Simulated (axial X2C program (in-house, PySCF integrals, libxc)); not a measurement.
**AsGa: properties at the nuclei**

Aim: properties at the nuclei of AsGa, with spin–orbit coupling in the Hamiltonian from the start.

Method: two-component X2C with atomic mean-field terms, As dyall-cv3z, Ga dyall-cv3z; program: an in-house X2C program for linear molecules on PySCF integrals.

All values are calculated.

## 1. The job

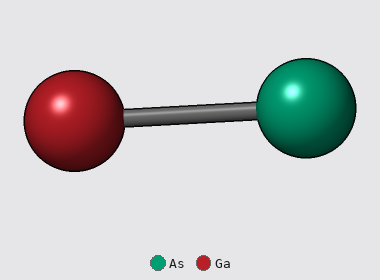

The two atoms at 2.450 Å (arsenic teal, gallium red).

The input, task.json:

```json
{
 "zs": [
  33,
  31
 ],
 "q": 0,
 "bas": [
  "dyall-cv3z",
  "dyall-cv3z"
 ],
 "r0": 2.45,
 "levels": [
  "PBE0",
  "HF",
  "TPSSh",
  "B3LYP",
  "r2SCAN"
 ],
 "nst": 3
}
```

Keys: zs atomic numbers; q charge; bas basis sets; r0 starting distance in Å; levels methods (HF also brings MP2); nst determinants followed.

Command:

```
$ python soeom.py task.json out
```

Further steps of the session: Expectation values, lowest determinant; Expectation values, a higher determinant; Expectation values, a higher determinant.

Before running it: what results should come out? Wanted: lowest determinant; Eeff magnitude; Ws magnitude As; A∥/gI As; qzz As; higher determinant (for each run or level that gives them).

The runs gave:

| quantity | value |
| --- | --- |
| lowest determinant | Ω = 1 (excess of +ω over −ω: ω = -1/2, ω = 3/2) |
| Eeff magnitude (GV/cm), PBE0 | 0.0143 |
| Ws magnitude As (kHz), PBE0 | 0.0392 |
| A∥/gI As (MHz), PBE0 | -415 |
| qzz As (a.u.), PBE0 | -4.12 |
| higher determinant | Ω = 2 (excess of +ω over −ω: ω = 1/2, ω = 3/2) |
| Eeff magnitude (GV/cm), PBE0, higher determinant | 0.981 |
| Ws magnitude As (kHz), PBE0, higher determinant | 0.166 |
| A∥/gI As (MHz), PBE0, higher determinant | 186 |
| qzz As (a.u.), PBE0, higher determinant | 2.35 |
| higher determinant | Ω = 1 (excess of +ω over −ω: 2 × ω = 1/2) |
| Eeff magnitude (GV/cm), PBE0, higher determinant | 0.793 |
| Ws magnitude As (kHz), PBE0, higher determinant | 0.401 |
| A∥/gI As (MHz), PBE0, higher determinant | 914 |
| qzz As (a.u.), PBE0, higher determinant | 2.31 |

In the first state, the effective field runs from 0.0143 to 0.99 GV/cm over the mean-field levels, so the levels don't agree on it. The expectation values come from single determinants, which for open shells can mix terms of unlike spin or miss the lowest Ω, so a determinant need not be a state. Eeff is the effective electric field on the electron dipole moment in this Ω state and Ws the scalar–pseudoscalar constant (defined with the proton number Z and per Ω); A∥ is the parallel hyperfine constant, which follows by multiplying with the nuclear g factor gI = μI/(I μN); qzz is the electric field gradient, eQq0 = 234.96 MHz × Q/barn × qzz; μ is positive if Ga is the positive end. The operators were transformed with the bare-nucleus X2C matrices.
